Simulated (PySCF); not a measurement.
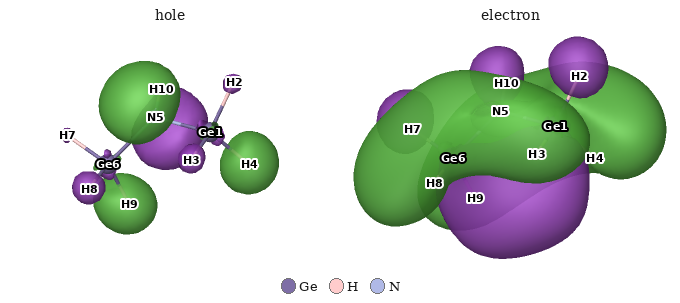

Figure. (H3Ge)2NH (Ge2H7N). Leading natural transition orbital pair of S₃ (TDA singlet states); the surfaces enclose about 78 % of each orbital's density.

Method: CAM-B3LYP/def2-SVPD; geometry: GFN2-xTB; program: PySCF. No frequency check shows the geometry to be a minimum. GFN2-xTB bond lengths at metals and heavier atoms can be off by up to 0.1 Å and shapes distorted, which carries into these values.

Input

```python
import numpy as np
from pyscf import gto, scf, dft, tdscf
from pyscf.scf import atom_ks, atom_hf
from scipy.linalg import block_diag

def solve(mol, dm0=None, hcore=None):
    mf = (dft.UKS if mol.spin else dft.RKS)(mol, xc='camb3lyp')
    mf.grids.level = 3
    mf = mf.density_fit(auxbasis='def2-universal-jkfit')
    mf.conv_tol, mf.max_cycle = 1e-8, 80
    if hcore is not None:
        mf.get_hcore = lambda *args: hcore
    mf.kernel(dm0)
    if not mf.converged:
        mf = mf.newton().run(mf.mo_coeff, mf.mo_occ, max_cycle=30)
    assert mf.converged, 'SCF not converged'
    return mf

mol = gto.M(atom='''
Ge     1.60784    -0.08195    -0.00362
H      2.64656     0.94440     0.32433
H      1.57163    -1.17624     1.01006
H      1.89786    -0.67379    -1.35672
N      0.00034     0.76532     0.08483
Ge    -1.60791    -0.08179    -0.00375
H     -2.65303     0.96472     0.23573
H     -1.60458    -1.11536     1.07265
H     -1.86072    -0.75274    -1.32710
H      0.00199     1.69157    -0.31691
''', basis='def2-svpd', charge=0, spin=0, verbose=4)
mf = solve(mol)
td = mf.TDA()
td.nstates, td.singlet, td.conv_tol = 6, True, 1e-5
td.kernel()
td.analyze()
x, y = np.array([p[0] for p in td.xy]), np.array([p[1] + 0 * p[0] for p in td.xy])
f, mu = td.oscillator_strength(), td.transition_dipole()
nto = [td.get_nto(state=i + 1, verbose=4) for i in range(len(td.e))]
# spherically averaged free atoms, for the promolecule
atm = atom_ks.get_atm_nrks(mol, xc='camb3lyp')
pro = block_diag(*[(atm[a[0]][2] * atm[a[0]][3]) @ atm[a[0]][2].T for a in mol._atom])
np.savez('result.npz', e=td.e, f=f, ok=td.converged, w=[n[0] for n in nto], nto=[n[1] for n in nto], x=x, y=y, c=mf.mo_coeff, occ=mf.mo_occ, eps=mf.mo_energy, pro=pro, mu=mu)
```

Command:

```sh
OMP_NUM_THREADS=1 python input.py
```

The run took 10 min on 1 thread of Arm Neoverse V1, with other jobs on the host, peak memory 0.82 GiB.

Q: Where does the state lie, and where do hole and electron sit?

A: 7.03 eV (176 nm), f = 0.011, partly diffuse acceptor orbital; the leading pair carries 99 %; hole on N5 (57 %), Ge1 and Ge6 (10 % each) and H4 and H9 (6 % each), electron on Ge1 and Ge6 (28 % each), H3 and H8 (8 % each) and H4 and H9 (7 % each) (atom shares of so diffuse an orbital are rough); their centroids lie 0.8 Å apart. In canonical orbitals it is mainly HOMO → LUMO+3 (84 %). The HOMO–LUMO gap is 9.16 eV.
